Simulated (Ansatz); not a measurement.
## Electronic structure of AsH7Si2···H2 in real space

Input file:

```
crystal:
  periodic: [false, false, false]
  atoms:
    - {symbol: Si, position_ang: [-1.048608, -0.719172, -0.163691]}
    - {symbol: H, position_ang: [2.805095, 0.516232, 2.164593]}
    - {symbol: H, position_ang: [-2.119247, -1.032055, -1.149591]}
    - {symbol: H, position_ang: [-1.394755, -1.380232, 1.124688]}
    - {symbol: Si, position_ang: [-0.892550, 1.591881, 0.147768]}
    - {symbol: H, position_ang: [2.687902, -0.000445, 1.637937]}
    - {symbol: As, position_ang: [1.069302, -1.548588, -0.834959]}
    - {symbol: H, position_ang: [0.137463, 1.897612, 1.175609]}
    - {symbol: H, position_ang: [-2.195983, 2.158716, 0.587474]}
    - {symbol: H, position_ang: [-0.496744, 2.242629, -1.130585]}
    - {symbol: H, position_ang: [0.965644, -0.875993, -2.197005]}
    - {symbol: H, position_ang: [0.482581, -2.850684, -1.362138]}
basis:
  gaussian: {orbitals: def2-TZVPP}
hamiltonian: {xc: pbe0, dispersion: d4}
output: {orbitals: {seedname: orbitals}}
```

Command:

```sh
ansatz run in.yaml --threads 8 --pin off --events-out ev --progress --plain --max-ram 19148MiB
```

The product side of a reaction path; geometry: PBE0-D4/def2-TZVP.

All numbers below come from Ansatz, RKS PBE0-D4/def2-TZVPP.

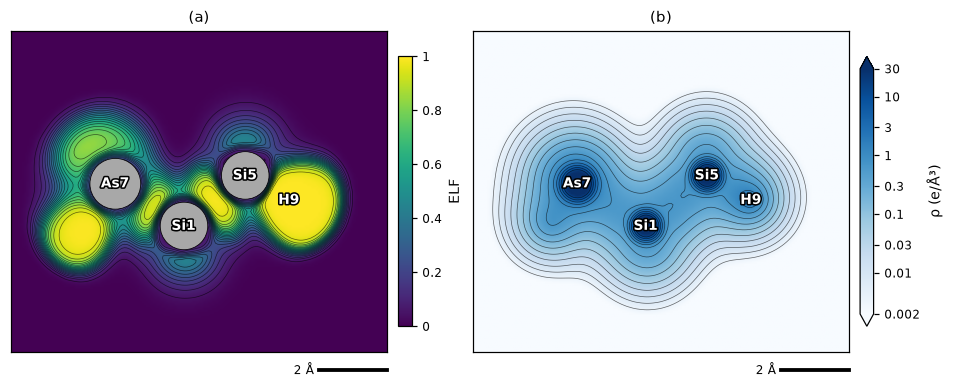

Figure 1. (a) electron localisation function; (b) electron density on the plane of atoms Si1, Si5 and H9. Grey discs cover the atomic cores in the ELF map.

> Read the bonding off the picture.

Atoms in the plane: Si, As and H. Si–Si (2.34 Å): the density is about 0.63 e/Å³ at the midpoint; the ELF peaks at about 1 between the atoms; a shared electron pair. Si–As (2.37 Å): ρ at the midpoint is about 0.63 e/Å³; the ELF peaks at about 0.95 between the atoms: localised, covalent bonding. Si–H (1.49 Å): ρ at the midpoint is about 0.8 e/Å³; the ELF climbs to about 1 towards the hydrogen, as it does in any bond to H. The ELF also peaks beside As7, away from the bonds: lone-pair regions.

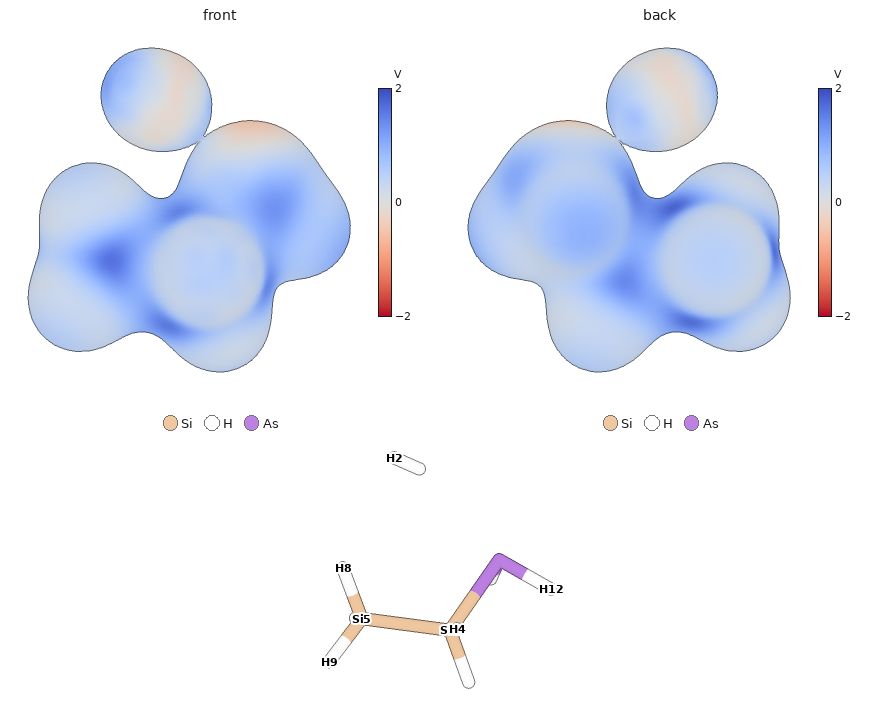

Figure 2. The electrostatic potential painted on the density surface at 0.004 e/bohr³, seen from the front and from behind; the colour scale runs from red (negative) to blue (positive). The bare structure is drawn below in the same view.

> Where is the surface potential most negative and most positive?

The most negative region (about −0.4 V, or −9 kcal/mol for a unit charge) lies over As7, the most positive (about +1.6 V, or +37 kcal/mol for a unit charge) over Si5.

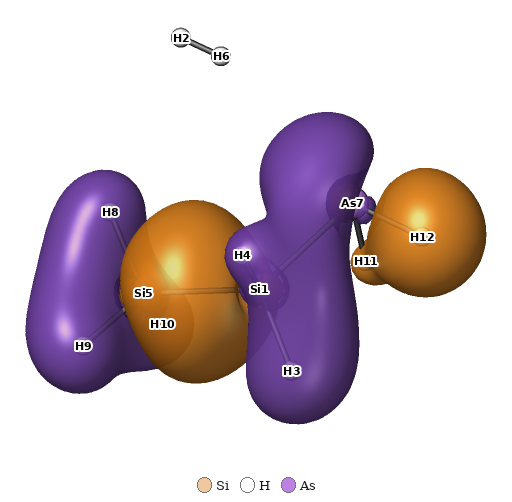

Figure 3. The HOMO−1 at ±0.06 Å⁻³ᐟ² (orange and purple are the two phases), seen at a tilt.

> What is the character of this orbital?

Its weight (Hirshfeld) is mainly on Si5 (about 30 %), Si1 (about 30 %), As7 (about 15 %) and H12 (about 5 %). Its energy is −8.24 eV.

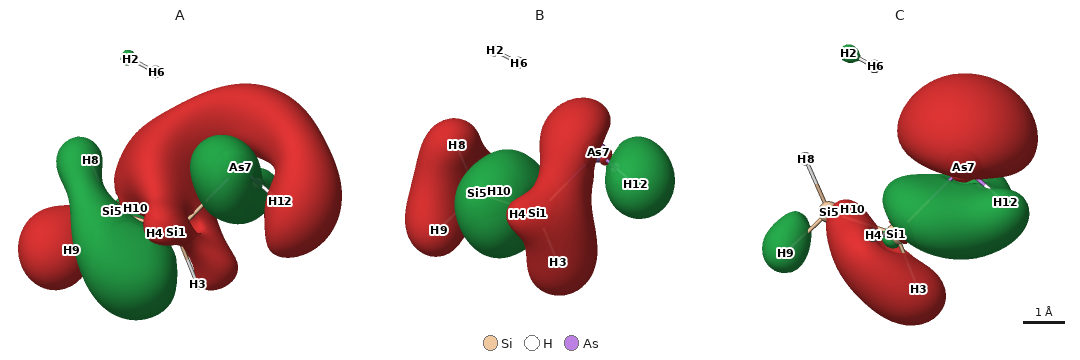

Figure 4. Three frontier orbitals at ±0.06 Å⁻³ᐟ² (green and red are the two phases), in no order.

> Which picture is the HOMO−1, the HOMO and the LUMO?

B is the HOMO−1 (−8.24 eV). It lies mainly on Si5 (about 30 %), Si1 (about 30 %), As7 (about 15 %) and H12 (about 5 %). C is the HOMO (−7.53 eV). By Hirshfeld shares it lies mainly on As7 (about 65 %) and Si1 (about 15 %). A is the LUMO (−0.32 eV). Its weight (Hirshfeld) is mainly on As7 (about 25 %), Si1 (about 25 %), Si5 (about 20 %), H12 (about 10 %) and H9 (about 5 %).

> What is the HOMO–LUMO gap?

7.21 eV between the orbital energies.
